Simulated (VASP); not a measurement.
# A VASP study of Pb (Lead) (PBEsol): structure first, properties next, part 3 of 4

What structure and properties does PBEsol give Pb (Lead), and how near are they to the measured ones? Left out of this account: 1 further run (relaxation: a spoilt try). The start is a cell from a database of measured crystal structures.

VASP 6.6.1; PBEsol; plane waves and PAW (Pb_d).

Still holding for the runs below: The k-mesh is coarse for a metal.

So far. Step 4 (Bands along the symmetry lines (PBEsol)): There is no gap at this level. Step 5 (Total and projected DOS (PBEsol)): The finer mesh and the other smearing move the Fermi level by +0.15 eV from the 7×7×7 run, one measure of the sampling error in the zero of the bands above. Of the states within 0.3 eV of the Fermi level, the largest shares in the PAW spheres are Pb p 37 % and Pb s 6 %. The rest lies in smaller channels or between the spheres.

## (7) Volume scan with PBEsol, volume scale 0.94

An equation of state needs energies on both sides of the minimum, all on one mesh and cutoff.

INCAR reads:

```
SYSTEM = Pb
PREC = Accurate
ENCUT = 400
EDIFF = 1E-06
NELM = 100
ISMEAR = 1
SIGMA = 0.2
LREAL = .FALSE.
ALGO = Normal
GGA = PS
NBANDS = 13
LORBIT = 11
LWAVE = .FALSE.
LCHARG = .FALSE.
KPAR = 2
ISIF = 2
```

POSCAR reads:

```
Pb
1.0
    0.0000000000      2.4230326899      2.4230326899
    2.4230326899      0.0000000000      2.4230326899
    2.4230326899      2.4230326899      0.0000000000
Pb
1
Direct
    0.0000000000      0.0000000000      0.0000000000
```

KPOINTS reads:

```
Automatic mesh
0
Gamma
7 7 7
0 0 0
```

PAW data sets: Pb_d (PBE family, release 64).

Run with:

```bash
$ mpirun -np 2 vasp_std
```

The program printed:

```text
[... set-up lines as in an earlier step ...]
 entering main loop
       N       E                     dE             d eps       ncg     rms          rms(c)
DAV:   1     0.973005126397E+02    0.97301E+02   -0.61976E+03   530   0.107E+03
DAV:   2     0.462340927628E+00   -0.96838E+02   -0.93826E+02   550   0.286E+02
DAV:   3    -0.391246910392E+01   -0.43748E+01   -0.43664E+01   625   0.680E+01
DAV:   4    -0.400364291227E+01   -0.91174E-01   -0.91143E-01   651   0.103E+01
DAV:   5    -0.400769946581E+01   -0.40566E-02   -0.40565E-02   718   0.203E+00    0.637E-01
DAV:   6    -0.399304484557E+01    0.14655E-01   -0.17585E-02   665   0.247E+00    0.292E-01
DAV:   7    -0.398922118311E+01    0.38237E-02   -0.71854E-03   685   0.144E+00    0.850E-02
DAV:   8    -0.398894228280E+01    0.27890E-03   -0.39687E-04   798   0.332E-01    0.876E-03
DAV:   9    -0.398894000066E+01    0.22821E-05   -0.66499E-06   679   0.470E-02    0.430E-03
DAV:  10    -0.398893954984E+01    0.45082E-06   -0.36512E-07   460   0.585E-03
   1 F= -.39889395E+01 E0= -.39894430E+01  d E =0.151042E-02
```

Run time: 3.4 s. Hardware: 2 MPI ranks of Intel Xeon Platinum 8488C (Sapphire Rapids), shared host; peak memory 0.24 GiB; 5.5 s of CPU time.

Parts of OUTCAR (step 7):

```text
   ENCUT  =  400.0 eV  29.40 Ry    5.42 a.u.   5.59  5.59  5.59*2*pi/ulx,y,z

   NELECT =      14.0000    total number of electrons

 E-fermi :   7.8217

 k-point     1 :       0.0000    0.0000    0.0000
  band No.  band energies     occupation
    ...
      2      -9.1928      2.00000
      3      -9.1928      2.00000
      4      -9.0199      2.00000
      5      -9.0199      2.00000
      6      -4.3812      2.00000
      7      15.7617      0.00000
      8      15.7617      0.00000
      9      15.7617      0.00000
     10      17.6306      0.00000
     11      19.9713      0.00000
    ...

  Total        0.6188231      0.6188231      0.6188231      0.0000000     -0.0000000     -0.0000000
  in kB       34.8473120     34.8473120     34.8473120      0.0000000     -0.0000000     -0.0000000
  external PRESSURE =      34.8473120 kB  Pullay stress =       0.0000000 kB

 POSITION                                       TOTAL-FORCE (eV/Angst)
 -----------------------------------------------------------------------------------
      0.00000      0.00000      0.00000         0.000000     -0.000000      0.000000
 -----------------------------------------------------------------------------------
    total drift:                                0.000000      0.000000     -0.000000

  FREE ENERGIE OF THE ION-ELECTRON SYSTEM (eV)
  ---------------------------------------------------
  free  energy   TOTEN  =        -3.9889395498 eV

  energy  without entropy=       -3.9904499701  energy(sigma->0) =       -3.98944302

[... 5 parts as in an earlier step ...]

[... 11 further parts left out ...]
```

The scan keeps the cell's shape and the fractional positions fixed.

This step gave:

* SCF cycles: 10
* free energy (TOTEN): -3.989 eV
* energy at zero smearing: -3.989 eV
* Fermi energy: 7.822 eV
* pressure: 3.485 GPa

The pressure here is 3.48 GPa.

## (8) Volume scan with PBEsol, volume scale 0.96

INCAR is that of step 7.

POSCAR reads:

```
Pb
1.0
    0.0000000000      2.4400968626      2.4400968626
    2.4400968626      0.0000000000      2.4400968626
    2.4400968626      2.4400968626      0.0000000000
Pb
1
Direct
    0.0000000000      0.0000000000      0.0000000000
```

KPOINTS is that of step 7.

Run with:

```bash
$ mpirun -np 2 vasp_std
```

The program printed:

```text
[... set-up lines as in an earlier step ...]
 entering main loop
       N       E                     dE             d eps       ncg     rms          rms(c)
DAV:   1     0.100741367097E+03    0.10074E+03   -0.62484E+03   540   0.105E+03
DAV:   2     0.854497099855E+00   -0.99887E+02   -0.97527E+02   550   0.291E+02
DAV:   3    -0.391144030728E+01   -0.47659E+01   -0.47559E+01   660   0.709E+01
DAV:   4    -0.401230331108E+01   -0.10086E+00   -0.10085E+00   620   0.108E+01
DAV:   5    -0.401767953488E+01   -0.53762E-02   -0.53759E-02   774   0.234E+00    0.612E-01
DAV:   6    -0.400367735874E+01    0.14002E-01   -0.17418E-02   655   0.242E+00    0.282E-01
DAV:   8    -0.399984852843E+01    0.25067E-03   -0.39231E-04   806   0.332E-01    0.910E-03
DAV:   9    -0.399984621363E+01    0.23148E-05   -0.67869E-06   655   0.488E-02    0.432E-03
DAV:  10    -0.399984586063E+01    0.35300E-06   -0.42048E-07   455   0.676E-03
   1 F= -.39998459E+01 E0= -.40001966E+01  d E =0.105219E-02
```

The job ended after 3 s (2 MPI ranks; peak memory 0.24 GiB; 4.9 s of CPU time).

Parts of OUTCAR (step 8):

```text
   ENCUT  =  400.0 eV  29.40 Ry    5.42 a.u.   5.63  5.63  5.63*2*pi/ulx,y,z

   NELECT =      14.0000    total number of electrons

 E-fermi :   7.5413

 k-point     1 :       0.0000    0.0000    0.0000
  band No.  band energies     occupation
    ...
      2      -9.4222      2.00000
      3      -9.4222      2.00000
      4      -9.2599      2.00000
      5      -9.2599      2.00000
      6      -4.4761      2.00000
      7      15.3428      0.00000
      8      15.3428      0.00000
      9      15.3428      0.00000
     10      17.3740      0.00000
     11      19.4515      0.00000
    ...

  Total        0.3928926      0.3928926      0.3928926      0.0000000      0.0000000     -0.0000000
  in kB       21.6637305     21.6637305     21.6637305      0.0000000      0.0000000     -0.0000000
  external PRESSURE =      21.6637305 kB  Pullay stress =       0.0000000 kB

 POSITION                                       TOTAL-FORCE (eV/Angst)
 -----------------------------------------------------------------------------------
      0.00000      0.00000      0.00000         0.000000      0.000000      0.000000
 -----------------------------------------------------------------------------------
    total drift:                               -0.000000      0.000000      0.000000

  FREE ENERGIE OF THE ION-ELECTRON SYSTEM (eV)
  ---------------------------------------------------
  free  energy   TOTEN  =        -3.9998458606 eV

  energy  without entropy=       -4.0008980461  energy(sigma->0) =       -4.00019659

[... 5 parts as in an earlier step ...]

[... 11 further parts left out ...]
```

Numbers from this step:

```yaml
free_energy_toten: -4.000 eV
energy_at_zero_smearing: -4.000 eV
fermi_energy: 7.541 eV
pressure: 2.166 GPa
```

The pressure falls from 3.48 to 2.17 GPa.

The run ends at a pressure of 2.17 GPa.

## (9) Volume scan with PBEsol, volume scale 0.98

INCAR is that of step 8.

POSCAR reads:

```
Pb
1.0
    0.0000000000      2.4569256486      2.4569256486
    2.4569256486      0.0000000000      2.4569256486
    2.4569256486      2.4569256486      0.0000000000
Pb
1
Direct
    0.0000000000      0.0000000000      0.0000000000
```

KPOINTS is that of step 8.

Run with:

```bash
$ mpirun -np 2 vasp_std
```

The program printed:

```text
[... set-up lines as in an earlier step ...]
 entering main loop
       N       E                     dE             d eps       ncg     rms          rms(c)
DAV:   1     0.102572211293E+03    0.10257E+03   -0.61432E+03   543   0.107E+03
DAV:   2     0.682772005946E+00   -0.10189E+03   -0.98236E+02   555   0.297E+02
DAV:   3    -0.391956513900E+01   -0.46023E+01   -0.45938E+01   645   0.686E+01
DAV:   4    -0.401840306360E+01   -0.98838E-01   -0.98815E-01   643   0.107E+01
[...]
DAV:   8    -0.400617227604E+01    0.22548E-03   -0.37836E-04   798   0.326E-01    0.890E-03
DAV:   9    -0.400617060409E+01    0.16719E-05   -0.69631E-06   673   0.482E-02    0.422E-03
DAV:  10    -0.400617033526E+01    0.26883E-06   -0.43832E-07   430   0.892E-03
   1 F= -.40061703E+01 E0= -.40063376E+01  d E =0.501818E-03
```

It took 3.2 s on 2 MPI ranks; peak memory 0.24 GiB; 5.1 s of CPU time.

OUTCAR, selected parts (step 9):

```text
  Total        0.1895482      0.1895482      0.1895482      0.0000000     -0.0000000      0.0000000
  in kB       10.2382116     10.2382116     10.2382116      0.0000000     -0.0000000      0.0000000
  external PRESSURE =      10.2382116 kB  Pullay stress =       0.0000000 kB

  FREE ENERGIE OF THE ION-ELECTRON SYSTEM (eV)
  ---------------------------------------------------
  free  energy   TOTEN  =        -4.0061703353 eV

  energy  without entropy=       -4.0066721532  energy(sigma->0) =       -4.00633761

[... 2 parts as in an earlier step ...]

[... 2 further parts left out ...]
[key lines of the parts left out:]
E-fermi :   7.2787
```

The pressure falls from 2.17 to 1.02 GPa.

The run ends at a pressure of 1.02 GPa.

## (10) Volume scan with PBEsol, volume scale 1

INCAR is that of step 9.

POSCAR reads:

```
Pb
1.0
    0.0000000000      2.4735270012      2.4735270012
    2.4735270012      0.0000000000      2.4735270012
    2.4735270012      2.4735270012      0.0000000000
Pb
1
Direct
    0.0000000000      0.0000000000      0.0000000000
```

KPOINTS is that of step 9.

Run with:

```bash
$ mpirun -np 2 vasp_std
```

The program printed:

```text
[... set-up lines as in an earlier step ...]
 entering main loop
       N       E                     dE             d eps       ncg     rms          rms(c)
[... 9 cycles as in an earlier step ...]
   1 F= -.40084625E+01 E0= -.40085036E+01  d E =0.123226E-03
```

It took 3 s on 2 MPI ranks; peak memory 0.25 GiB; 4.9 s of CPU time.

Parts of OUTCAR (step 10):

```text
[... 6 parts as in an earlier step ...]

[... 1 further part left out ...]
[key lines of the parts left out:]
E-fermi :   7.0323
```

The pressure falls from 1.02 to 0.02 GPa.

The run ends at a pressure of 0.02 GPa.

## (11) Volume scan with PBEsol, volume scale 1.02

INCAR is that of step 10.

POSCAR reads:

```
Pb
1.0
    0.0000000000      2.4899084521      2.4899084521
    2.4899084521      0.0000000000      2.4899084521
    2.4899084521      2.4899084521      0.0000000000
Pb
1
Direct
    0.0000000000      0.0000000000      0.0000000000
```

KPOINTS is that of step 10.

Run with:

```bash
$ mpirun -np 2 vasp_std
```

The program printed:

```text
[... set-up lines as in an earlier step ...]
 entering main loop
       N       E                     dE             d eps       ncg     rms          rms(c)
DAV:   1     0.957123677053E+02    0.95712E+02   -0.62459E+03   528   0.103E+03
DAV:   2     0.388498775443E+00   -0.95324E+02   -0.92593E+02   525   0.280E+02
DAV:   3    -0.392834360674E+01   -0.43168E+01   -0.43092E+01   660   0.669E+01
DAV:   4    -0.401838363831E+01   -0.90040E-01   -0.90030E-01   623   0.104E+01
DAV:   5    -0.402273431232E+01   -0.43507E-02   -0.43506E-02   776   0.200E+00    0.548E-01
DAV:   6    -0.401030943487E+01    0.12425E-01   -0.15938E-02   640   0.227E+00    0.258E-01
DAV:   7    -0.400734567837E+01    0.29638E-02   -0.65089E-03   690   0.130E+00    0.874E-02
DAV:   8    -0.400716458194E+01    0.18110E-03   -0.35516E-04   760   0.317E-01    0.886E-03
DAV:   9    -0.400716383223E+01    0.74971E-06   -0.64596E-06   696   0.447E-02
   1 F= -.40071638E+01 E0= -.40071649E+01  d E =0.334821E-05
```

The job ended after 3.4 s (2 MPI ranks; peak memory 0.25 GiB).

Parts of OUTCAR (step 11):

```text
  Total       -0.1644464     -0.1644464     -0.1644464     -0.0000000      0.0000000     -0.0000000
  in kB       -8.5340403     -8.5340403     -8.5340403     -0.0000000      0.0000000     -0.0000000
  external PRESSURE =      -8.5340403 kB  Pullay stress =       0.0000000 kB

  FREE ENERGIE OF THE ION-ELECTRON SYSTEM (eV)
  ---------------------------------------------------
  free  energy   TOTEN  =        -4.0071638322 eV

  energy  without entropy=       -4.0071671804  energy(sigma->0) =       -4.00716495

[... 2 parts as in an earlier step ...]

[... 2 further parts left out ...]
[key lines of the parts left out:]
E-fermi :   6.8005
```

The pressure falls from 0.02 to -0.85 GPa.

The run ends at a pressure of -0.85 GPa.

## (12) Volume scan with PBEsol, volume scale 1.04

INCAR is that of step 11.

POSCAR reads:

```
Pb
1.0
    0.0000000000      2.5060771419      2.5060771419
    2.5060771419      0.0000000000      2.5060771419
    2.5060771419      2.5060771419      0.0000000000
Pb
1
Direct
    0.0000000000      0.0000000000      0.0000000000
```

KPOINTS is that of step 11.

Run with:

```bash
$ mpirun -np 2 vasp_std
```

The program printed:

```text
[... set-up lines as in an earlier step ...]
 entering main loop
       N       E                     dE             d eps       ncg     rms          rms(c)
DAV:   1     0.925691695291E+02    0.92569E+02   -0.60630E+03   538   0.103E+03
DAV:   2     0.548796961047E+00   -0.92020E+02   -0.88806E+02   535   0.276E+02
DAV:   3    -0.391400896329E+01   -0.44628E+01   -0.44495E+01   650   0.670E+01
DAV:   4    -0.401390724133E+01   -0.99898E-01   -0.99875E-01   654   0.109E+01
[...]
DAV:   8    -0.400268975106E+01    0.15588E-03   -0.38263E-04   767   0.331E-01    0.104E-02
DAV:   9    -0.400268770500E+01    0.20461E-05   -0.84288E-06   658   0.530E-02    0.443E-03
DAV:  10    -0.400268773178E+01   -0.26775E-07   -0.63805E-07   425   0.110E-02
   1 F= -.40026877E+01 E0= -.40027264E+01  d E =0.116007E-03
```

The job ended after 2.8 s (2 MPI ranks; peak memory 0.24 GiB).

From OUTCAR (step 12):

```text
  Total       -0.3259318     -0.3259318     -0.3259318      0.0000000      0.0000000      0.0000000
  in kB      -16.5891451    -16.5891451    -16.5891451      0.0000000      0.0000000      0.0000000
  external PRESSURE =     -16.5891451 kB  Pullay stress =       0.0000000 kB

 POSITION                                       TOTAL-FORCE (eV/Angst)
 -----------------------------------------------------------------------------------
      0.00000      0.00000      0.00000         0.000000      0.000000      0.000000
 -----------------------------------------------------------------------------------
    total drift:                                0.000000      0.000000     -0.000000

  FREE ENERGIE OF THE ION-ELECTRON SYSTEM (eV)
  ---------------------------------------------------
  free  energy   TOTEN  =        -4.0026877318 eV

  energy  without entropy=       -4.0028037387  energy(sigma->0) =       -4.00272640

[... 1 part as in an earlier step ...]

[... 2 further parts left out ...]
[key lines of the parts left out:]
E-fermi :   6.5819
```

The pressure falls from -0.85 to -1.66 GPa.

The run ends at a pressure of -1.66 GPa.

## (13) Volume scan with PBEsol, volume scale 1.06

A prediction first. A parabola through the 6 pressures of evenly scaled cells so far, P = 0.01 -47.6 t +135 t² GPa with t = ln(V/V₁) and V₁ the volume at scale 1, gives -2.30 GPa at t = +0.0583.

INCAR is that of step 12.

POSCAR reads:

```
Pb
1.0
    0.0000000000      2.5220398470      2.5220398470
    2.5220398470      0.0000000000      2.5220398470
    2.5220398470      2.5220398470      0.0000000000
Pb
1
Direct
    0.0000000000      0.0000000000      0.0000000000
```

KPOINTS is that of step 12.

Run with:

```bash
$ mpirun -np 2 vasp_std
```

The program printed:

```text
[... set-up lines as in an earlier step ...]
 entering main loop
       N       E                     dE             d eps       ncg     rms          rms(c)
DAV:   1     0.975417300781E+02    0.97542E+02   -0.61994E+03   548   0.104E+03
DAV:   2     0.594080394008E+00   -0.96948E+02   -0.94380E+02   550   0.285E+02
DAV:   3    -0.390581275236E+01   -0.44999E+01   -0.44871E+01   663   0.675E+01
DAV:   4    -0.400472539757E+01   -0.98913E-01   -0.98892E-01   648   0.110E+01
[...]
DAV:   8    -0.399541016278E+01    0.13122E-03   -0.42757E-04   748   0.356E-01    0.122E-02
DAV:   9    -0.399540654255E+01    0.36202E-05   -0.13987E-05   670   0.693E-02    0.471E-03
DAV:  10    -0.399540666370E+01   -0.12115E-06   -0.83788E-07   410   0.120E-02
   1 F= -.39954067E+01 E0= -.39955328E+01  d E =0.378302E-03
```

The job ended after 3.2 s (2 MPI ranks; peak memory 0.25 GiB).

Parts of OUTCAR (step 13):

```text
  Total       -0.4748135     -0.4748135     -0.4748135     -0.0000000     -0.0000000      0.0000000
  in kB      -23.7108883    -23.7108883    -23.7108883     -0.0000000     -0.0000000      0.0000000
  external PRESSURE =     -23.7108883 kB  Pullay stress =       0.0000000 kB

 POSITION                                       TOTAL-FORCE (eV/Angst)
 -----------------------------------------------------------------------------------
      0.00000      0.00000      0.00000         0.000000      0.000000      0.000000
 -----------------------------------------------------------------------------------
    total drift:                                0.000000     -0.000000     -0.000000

  FREE ENERGIE OF THE ION-ELECTRON SYSTEM (eV)
  ---------------------------------------------------
  free  energy   TOTEN  =        -3.9954066637 eV

  energy  without entropy=       -3.9957849653  energy(sigma->0) =       -3.99553276

[... 1 part as in an earlier step ...]

[... 2 further parts left out ...]
[key lines of the parts left out:]
E-fermi :   6.3753
```

The pressure falls from -1.66 to -2.37 GPa. The parabola predicted -2.30 GPa, +0.07 GPa off.

## (14) The series together

Times are for 2 MPI ranks of Intel Xeon Platinum 8488C (Sapphire Rapids), shared host. Results by setting:

```
no.  volume scale  energy above the lowest point (meV/atom)  pressure (GPa)   time  memory (GiB)
  1          0.94                                     19.06           3.485  3.4 s          0.24
  2          0.96                                      8.31           2.166    3 s          0.24
  3          0.98                                      2.17           1.024  3.2 s          0.24
  4             1                                         0         0.01608    3 s          0.25
  5          1.02                                      1.34         -0.8534  3.4 s          0.25
  6          1.04                                      5.78          -1.659  2.8 s          0.24
  7          1.06                                     12.97          -2.371  3.2 s          0.25
```

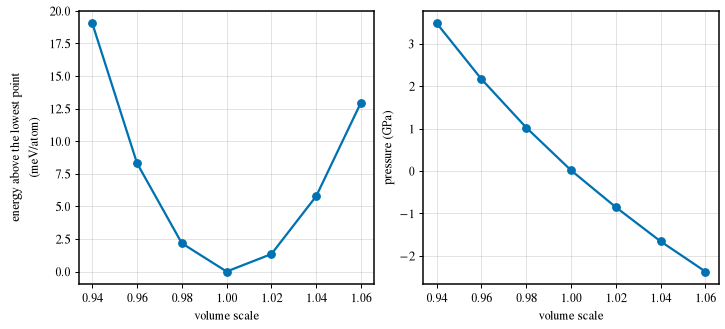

The series as plots.

## (15) Fit for PBEsol

This step: Birch-Murnaghan fit, PBEsol; plane waves and PAW (VASP 6.6.1).

Derived from the runs above.

Numbers from this step:

```
pressure derivative of the bulk modulus : 5.436
r.m.s. error of the fit                 : 1.22e-5 eV/atom
minimum inside the sampled range        : yes
bulk modulus                            : 46.07 GPa
equilibrium volume of the fit           : 30.33 Å³/atom
```

The energy above the fitted minimum by volume:

```
volume (Å³/atom)  energy above the fitted minimum (eV/atom)
           28.45                                     0.0191
           29.06                                    0.00834
           29.66                                    0.00219
           30.27                                     2.8e-5
           30.87                                    0.00137
           31.48                                    0.00581
           32.08                                     0.0130
```

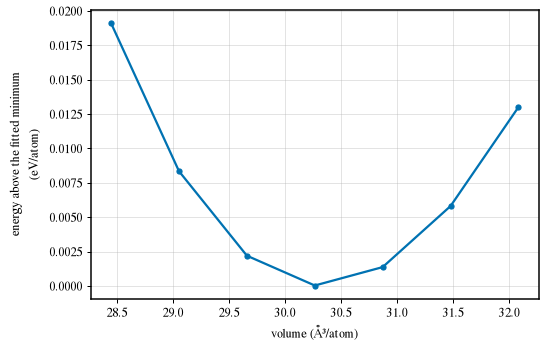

Energy above the fitted minimum against volume.

The fitted volume lies +0.19 % from the relaxed one. At a finite cutoff and mesh the minimum of the energy and the zero of the stress don't quite coincide, and the relaxation stops at a threshold.

(Part 3 of 4 ends here.)

[Lines on the potential files, build, host, timing and source positions are cut from VASP's logs without a mark.]

[Logs are printed without paths, hosts, clocks, repeated set-up lines and the standing remarks that a program may print on its own settings, such as how far it seeks lower states.]

[Hosts, paths, dates, database ids (printed as entryN), source tags and the programs' standing remarks are cut or masked in the printed files.]

[A measured line is paired with the nearest computed mode of its activity, which favours agreement.]
